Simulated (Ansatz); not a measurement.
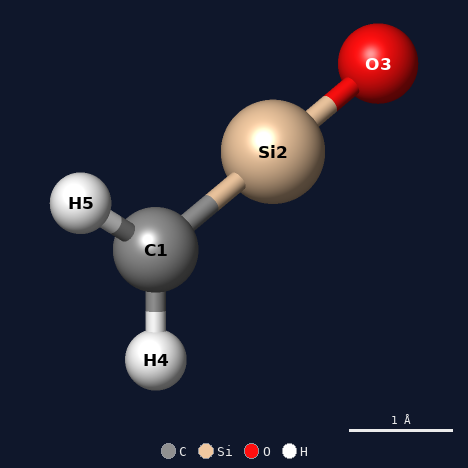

Numbered structure. Computed geometry: PBE0-D4/def2-TZVP optimisation. No frequency run is at hand to confirm it as a minimum.

List the bonds and their lengths.

| bond | length (Å) |
| --- | --- |
| C1–Si2 | 1.678 |
| C1–H4 | 1.081 |
| C1–H5 | 1.081 |
| Si2–O3 | 1.510 |
